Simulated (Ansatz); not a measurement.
System: Mg2AlCoC6N6.

The calculation's input:

```
crystal:
  lattice:
    - [0.0, 5.0523941188, 5.0523941188]
    - [5.0523941188, 0.0, 5.0523941188]
    - [5.0523941188, 5.0523941188, 0.0]
  atoms:
    - { symbol: Mg, position: [0.25, 0.25, 0.25] }
    - { symbol: Mg, position: [0.75, 0.75, 0.75] }
    - { symbol: Al, position: [0.5, 0.5, 0.5] }
    - { symbol: Co, position: [0.0, 0.0, 0.0] }
    - { symbol: C, position: [0.812457656, 0.187542344, 0.187542344] }
    - { symbol: C, position: [0.187542344, 0.812457656, 0.187542344] }
    - { symbol: C, position: [0.187542344, 0.187542344, 0.812457656] }
    - { symbol: C, position: [0.187542344, 0.812457656, 0.812457656] }
    - { symbol: C, position: [0.812457656, 0.187542344, 0.812457656] }
    - { symbol: C, position: [0.812457656, 0.812457656, 0.187542344] }
    - { symbol: "N", position: [0.6968993939, 0.3031006061, 0.3031006061] }
    - { symbol: "N", position: [0.3031006061, 0.6968993939, 0.3031006061] }
    - { symbol: "N", position: [0.3031006061, 0.3031006061, 0.6968993939] }
    - { symbol: "N", position: [0.3031006061, 0.6968993939, 0.6968993939] }
    - { symbol: "N", position: [0.6968993939, 0.3031006061, 0.6968993939] }
    - { symbol: "N", position: [0.6968993939, 0.6968993939, 0.3031006061] }
basis:
  ecutwfc: 420
kpoints:
  mp_grid: { grid: [6, 6, 6] }
hamiltonian:
  xc: pbe
scf:
  occupations: { method: gaussian, width: 0.1 }
output:
  forces: true
  stress: true
  eigenvalues: true
  write_density: true
  write_potential: true
  elf: true
  volumetric_format: npy
relax:
  adjacent_minimum: "off"
  f_tol: 0.01
  max_steps: 80
  cell: { stress_tol: 0.05 }
```

Launched as:

```sh
ansatz run input.yaml --threads 1 --pin off --max-ram 2560MiB --backend cpu --events-out ev --progress --plain --runs-dir out
```

Below, planes, directions and counts refer to the conventional cell (a = 10.11 Å, b = 10.11 Å, c = 10.11 Å, α = 90.00°, β = 90.00°, γ = 90.00°).

The fields are those of the relaxed geometry.

Space group Fm-3m; a structure generated by program, which may or may not match a known phase; computed without spin polarisation.

The calculation used Ansatz, DFT PBE, scalar-relativistic, plane waves, PAW.

### What will maps of the valence pseudo-density and electron localisation function show?

C–N (1.17 Å): the density is about 3.5 e/Å³ at the midpoint; the ELF peaks at about 0.85 between the atoms (inside overlapping PAW spheres, so only a guide); a multiple bond.
Co–C (1.90 Å): ρ at the midpoint is about 0.85 e/Å³; the ELF peaks at about 0.95 in the valence shell of C, 0.6 Å from its nucleus, and is about 0.35 at the midpoint.
Al–N (1.99 Å): ρ is about 0.53 e/Å³ halfway; the ELF peaks at about 0.95 in the valence shell of N, 0.7 Å from its nucleus, and is about 0.90 at the midpoint.
Mg–N (3.62 Å): the density is about 0.04 e/Å³ at the midpoint; the ELF is about 0.10 at the midpoint (no localised pair shows between them).

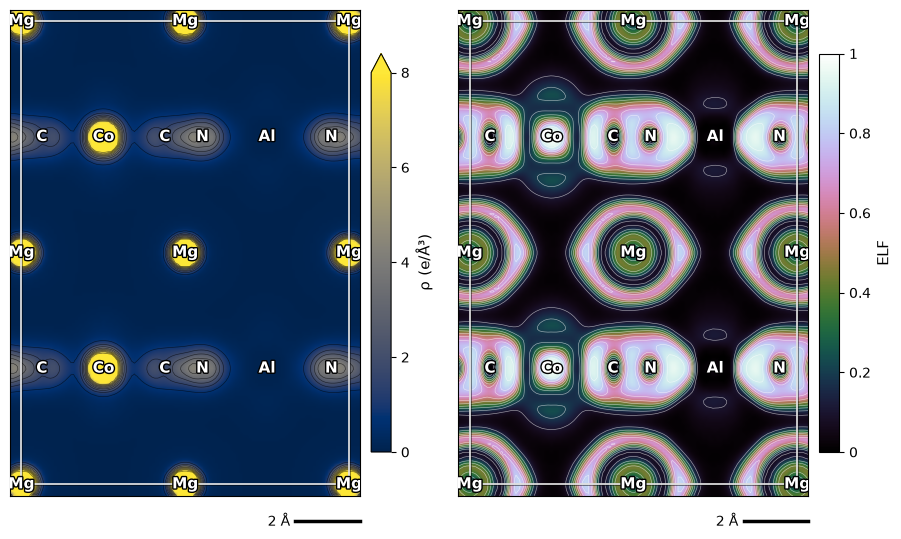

Computed valence pseudo-density and electron localisation function on the (101) plane of the conventional cell, in this order. 
